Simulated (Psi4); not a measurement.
## Run report: CuNH3Cl, geometry relaxation (part 3 of 4)

CuNH3Cl, SMILES [NH3+][Cu-][Cl]; PBE0/def2-TZVP, RKS, dispersion D4 (Psi4 1.11). The starting geometry was optimised with PBE/def2-SVP.

Geometry of the input (Å):
```
N  -0.7731  -0.0759  0.2522
Cu 1.0712  0.0509  -0.3049
Cl 3.0642  0.1967  -0.9251
H  -1.1397  -1.0369  0.1748
H  -1.3938  0.5190  -0.3181
H  -0.9137  0.2118  1.2329
```

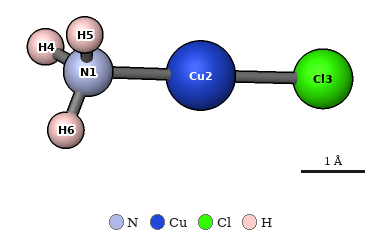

Figure 1. The structure as given in the input (ball-and-stick view, seen at a tilt; atoms are numbered from 1 in the order of the input). Sticks mark near contacts.

The program's output, continued
```
	        --- Internal Coordinate Step in ANG or DEG, aJ/ANG or AJ/DEG ---
	-------------------------------------------------------------------------------
	           Coordinate      Previous         Force          Change          New
	           ----------      --------        ------          ------        ------
	               R(1,2)       1.93299        0.00673        0.00262       1.93560
	               R(1,4)       1.01599       -0.00119       -0.00087       1.01512
	               R(1,5)       1.01598       -0.00109       -0.00087       1.01511
	               R(1,6)       1.01589       -0.00085       -0.00083       1.01506
	               R(2,3)       2.08657       -0.01167       -0.00330       2.08326
	             L(1,2,3)     179.56535        0.00003        0.08869     179.65404
	             l(1,2,3)     180.00000       -0.00000       -0.00810     179.99190
	             B(2,1,4)     112.05616       -0.00007       -0.34181     111.71434
	             B(2,1,5)     111.94505       -0.00007       -0.34186     111.60319
	             B(2,1,6)     112.38306       -0.00009       -0.43795     111.94511
	             B(4,1,5)     106.68744        0.00008        0.40868     107.09612
	             B(4,1,6)     106.68990        0.00008        0.40382     107.09372
	             B(5,1,6)     106.68807        0.00008        0.40649     107.09456
	-------------------------------------------------------------------------------

	                                 ==> Convergence Check <==

	Measures of convergence in internal coordinates in au.

	Criteria marked as inactive (o), active & met (*), and active & unmet ( ).

	----------------------------------------------------------------------------------------------
	   Step    Total Energy     Delta E     Max Force     RMS Force      Max Disp      RMS Disp
	----------------------------------------------------------------------------------------------
	  Convergence Criteria              o    2.00e-04 *             o             o             o
	----------------------------------------------------------------------------------------------
	     2   -2156.95462043   -6.30e-04 o    1.42e-03      8.29e-04 o    7.64e-03 o    5.22e-03 o  ~
	----------------------------------------------------------------------------------------------

Next Geometry in Ang
	Fragment 1 (Ang)

	    N  -2.1715270496  -0.1523964007   0.6608724940
	   Cu  -0.3230712798  -0.0238268771   0.1011920133
	   Cl   1.6626937553   0.1194931261  -0.5121471096
	    H  -2.5225178274  -1.1016699605   0.5824710698
	    H  -2.7749841458   0.4365269845   0.0956668794
	    H  -2.2960718869   0.1329164044   1.6270169835

    Structure for next step:
    Molecular point group: c1
    Full point group: C1

    Geometry (in Angstrom), charge = 0, multiplicity = 1:

    N           -2.169357804491    -0.152472210089     0.660557374161
    CU          -0.320902034737    -0.023902686475     0.100876893453
    CL           1.664863000315     0.119417316699    -0.512462229434
    H           -2.520348582314    -1.101745769943     0.582155949968
    H           -2.772814900749     0.436451175112     0.095351759597
    H           -2.293902641802     0.132840594995     1.626701863670

gradient() will perform analytic gradient computation.

  ==> Geometry <==

    Molecular point group: c1
    Full point group: C1

    Geometry (in Angstrom), charge = 0, multiplicity = 1:

       Center              X                  Y                   Z               Mass
    ------------   -----------------  -----------------  -----------------  -----------------
         N           -2.169357804491    -0.152472210089     0.660557374161    14.003074004430
         CU          -0.320902034737    -0.023902686475     0.100876893453    62.929597720000
         CL           1.664863000315     0.119417316699    -0.512462229434    34.968852682000
         H           -2.520348582314    -1.101745769943     0.582155949968     1.007825032230
         H           -2.772814900749     0.436451175112     0.095351759597     1.007825032230
         H           -2.293902641802     0.132840594995     1.626701863670     1.007825032230

  Running in c1 symmetry.

  Rotational constants: A =      6.27031  B =      0.08079  C =      0.08079 [cm^-1]
  Rotational constants: A = 187979.11291  B =   2422.02531  C =   2422.01376 [MHz]
  Nuclear repulsion =  232.759751907849022

  Charge       = 0
  Multiplicity = 1
  Electrons    = 56
  Nalpha       = 28
  Nbeta        = 28

   => Molecular Quadrature <=

    Radial Scheme          =       TREUTLER
    Pruning Scheme         =           NONE
    Nuclear Scheme         =       TREUTLER

    Blocking Scheme        =         OCTREE
    BS radius alpha        =              1
    Pruning alpha          =              1
    Radial Points          =             75
    Spherical Points       =            302
    Total Points           =         130336
    Total Blocks           =           1051
    Max Points             =            256
    Max Functions          =            128
    Weights Tolerance      =       1.00E-15

  ==> MemDFJK: Density-Fitted J/K Matrices <==

    J tasked:                   Yes
    K tasked:                   Yes
    wK tasked:                   No
    Memory [MiB]:              2024
    Algorithm:                 Core
    Schwarz Cutoff:           1E-12
    Mask sparsity (%):       5.9087
    Fitting Condition:        1E-10

   => Auxiliary Basis Set <=

  Basis Set: (DEF2-TZVP AUX)
    Blend: DEF2-UNIVERSAL-JKFIT
    Number of shells: 139
    Number of basis functions: 523
    Number of Cartesian functions: 685
    Spherical Harmonics?: true
    Max angular momentum: 6

  Cached 100.0% of DFT collocation blocks in 0.328 [GiB].

  Minimum eigenvalue in the overlap matrix is 3.3479475506E-03.
  Reciprocal condition number of the overlap matrix is 4.9221072133E-04.
    Using symmetric orthogonalization.

  ==> Iterations <==

                           Total Energy        Delta E     RMS |[F,P]|

   @DF-RKS iter   0: -2156.95694041099159   -2.15696e+03   1.13062e-04
   @DF-RKS iter   1: -2156.95465942059127    2.28099e-03   7.59606e-06 DIIS
   @DF-RKS iter   2: -2156.95465938648067    3.41106e-08   1.08018e-05 DIIS
   @DF-RKS iter   3: -2156.95465985154806   -4.65067e-07   5.02178e-06 DIIS
   @DF-RKS iter   4: -2156.95465991046194   -5.89139e-08   2.28437e-06 DIIS
   @DF-RKS iter   5: -2156.95465992790605   -1.74441e-08   2.94404e-07 DIIS
   @DF-RKS iter   6: -2156.95465992851132   -6.05269e-10   4.65333e-08 DIIS
   @DF-RKS iter   7: -2156.95465992852769   -1.63709e-11   1.56872e-08 DIIS
   @DF-RKS iter   8: -2156.95465992852996   -2.27374e-12   9.56952e-09 DIIS
  Energy and wave function converged.

  ==> Post-Iterations <==

   Electrons on quadrature grid:
      Ntotal   =   56.0000021579 ; deviation = 2.158e-06

    Final Occupation by Irrep:
              A
    DOCC [    28 ]
    NA   [    28 ]
    NB   [    28 ]

  @DF-RKS Final Energy: -2156.95465992852996

   => Energetics <=

    Nuclear Repulsion Energy =            232.7597519078490222
    One-Electron Energy =               -3464.9834250269614131
    Two-Electron Energy =                1153.1477598721551203
    DFT Exchange-Correlation Energy =     -77.8759143494403361
    Empirical Dispersion Energy =          -0.0028323321319844
    VV10 Nonlocal Energy =                  0.0000000000000000
    Total Energy =                      -2156.9546599285299635

Computation Completed

Properties will be evaluated at   0.000000,   0.000000,   0.000000 [a0]

Properties computed using the SCF density matrix

 Multipole Moments:

 ------------------------------------------------------------------------------------
     Multipole            Electronic (a.u.)      Nuclear  (a.u.)        Total (a.u.)
 ------------------------------------------------------------------------------------

 L = 1.  Multiply by 2.5417464519 to convert [e a0] to [Debye]
 Dipole X            :          3.7381637           -7.1357169           -3.3975532
 Dipole Y            :          0.2557735           -0.4967013           -0.2409278
 Dipole Z            :         -1.1198669            2.1574686            1.0376016
 Magnitude           :                                                    3.5606223

 ------------------------------------------------------------------------------------

	total time  =         10 seconds =       0.17 minutes

         ------------------------------------------------------------
                                   SCF GRAD
         ------------------------------------------------------------

  ==> Geometry <==

    Molecular point group: c1
    Full point group: C1

    Geometry (in Angstrom), charge = 0, multiplicity = 1:

       Center              X                  Y                   Z               Mass
    ------------   -----------------  -----------------  -----------------  -----------------
         N           -2.169357804491    -0.152472210089     0.660557374161    14.003074004430
         CU          -0.320902034737    -0.023902686475     0.100876893453    62.929597720000
         CL           1.664863000315     0.119417316699    -0.512462229434    34.968852682000
         H           -2.520348582314    -1.101745769943     0.582155949968     1.007825032230
         H           -2.772814900749     0.436451175112     0.095351759597     1.007825032230
         H           -2.293902641802     0.132840594995     1.626701863670     1.007825032230

  Nuclear repulsion =  232.759751907849022

   => Molecular Quadrature <=

    Radial Scheme          =       TREUTLER
    Pruning Scheme         =           NONE
    Nuclear Scheme         =       TREUTLER

    Blocking Scheme        =         OCTREE
    BS radius alpha        =              1
    Pruning alpha          =              1
    Radial Points          =             75
    Spherical Points       =            302
    Total Points           =         130336
    Total Blocks           =           1051
    Max Points             =            256
    Max Functions          =            128
    Weights Tolerance      =       1.00E-15

  -Total Gradient:
     Atom            X                  Y                   Z
    ------   -----------------  -----------------  -----------------
       1        0.001529252842     0.000170050613    -0.000440236007
       2       -0.001018709512    -0.000154851518     0.000400922598
       3        0.000538938329     0.000072007969    -0.000228746827
       4       -0.000336484719     0.000406652635     0.000189765257
       5       -0.000203563620    -0.000308916778     0.000414285764
       6       -0.000526187307    -0.000190206567    -0.000324429568

	total time  =          6 seconds =       0.10 minutes

    			-----------------------------------------

    			 OPTKING 3.0: for geometry optimizations

    			        with contributions from

    			-----------------------------------------

	                            ===> Fragment 1 <==

	 Z (Atomic Numbers)          Masses                          Geom
	       7.000000            14.003074         -4.09949212 -0.28813072  1.24827253
	      29.000000            62.929598         -0.60641696 -0.04516953  0.19062970
	      17.000000            34.968853          3.14613511  0.22566602 -0.96841326
	       1.000000             1.007825         -4.76276856 -2.08199777  1.10011531
	       1.000000             1.007825         -5.23986076  0.82477319  0.18018871
	       1.000000             1.007825         -4.33484775  0.25103234  3.07402101

	 - Coordinate -           - BOHR/RAD -       - ANG/DEG -
	 R(1,2)           =         3.657761           1.935604
	 R(1,4)           =         1.918292           1.015117
	 R(1,5)           =         1.918280           1.015110
	 R(1,6)           =         1.918188           1.015062
	 R(2,3)           =         3.936798           2.083264
	 L(1,2,3)         =         3.135553         179.653947
	 l(1,2,3)         =         3.141593         180.000000
	 B(2,1,4)         =         1.949783         111.714345
	 B(2,1,5)         =         1.947843         111.603192
	 B(2,1,6)         =         1.953811         111.945110
	 B(4,1,5)         =         1.869180         107.096117
	 B(4,1,6)         =         1.869138         107.093721
	 B(5,1,6)         =         1.869153         107.094560

	        --- Internal Coordinate Step in ANG or DEG, aJ/ANG or AJ/DEG ---
	-------------------------------------------------------------------------------
	           Coordinate      Previous         Force          Change          New
	           ----------      --------        ------          ------        ------
	               R(1,2)       1.93560        0.00418        0.00288       1.93848
	               R(1,4)       1.01512        0.00231        0.00000       1.01512
	               R(1,5)       1.01511        0.00238        0.00002       1.01513
	               R(1,6)       1.01506        0.00247        0.00004       1.01510
	               R(2,3)       2.08326       -0.00486       -0.00255       2.08071
	             L(1,2,3)     179.65395        0.00002        0.12187     179.77582
	             l(1,2,3)     180.00000       -0.00000       -0.00316     179.99684
	             B(2,1,4)     111.71434       -0.00003       -0.28611     111.42823
	             B(2,1,5)     111.60319       -0.00003       -0.27219     111.33100
	             B(2,1,6)     111.94511       -0.00004       -0.40010     111.54501
	             B(4,1,5)     107.09612        0.00004        0.34205     107.43816
	             B(4,1,6)     107.09372        0.00004        0.34432     107.43804
	             B(5,1,6)     107.09456        0.00004        0.34410     107.43866
	-------------------------------------------------------------------------------

	                                 ==> Convergence Check <==

	Measures of convergence in internal coordinates in au.

	Criteria marked as inactive (o), active & met (*), and active & unmet ( ).

	----------------------------------------------------------------------------------------------
	   Step    Total Energy     Delta E     Max Force     RMS Force      Max Disp      RMS Disp
	----------------------------------------------------------------------------------------------
	  Convergence Criteria              o    2.00e-04 *             o             o             o
	----------------------------------------------------------------------------------------------
	     3   -2156.95465993   -3.95e-05 o    5.89e-04      4.18e-04 o    6.98e-03 o    4.48e-03 o  ~
	----------------------------------------------------------------------------------------------

Next Geometry in Ang
	Fragment 1 (Ang)

	    N  -2.1725239361  -0.1527475869   0.6609774552
	   Cu  -0.3216612660  -0.0232426902   0.0995125709
	   Cl   1.6626031377   0.1188570830  -0.5102873810
	    H  -2.5185371253  -1.1037510515   0.5814000683
	    H  -2.7726245513   0.4377684719   0.0938348132
	    H  -2.2897192227   0.1337041940   1.6277440848

    Structure for next step:
    Molecular point group: c1
    Full point group: C1

    Geometry (in Angstrom), charge = 0, multiplicity = 1:
```
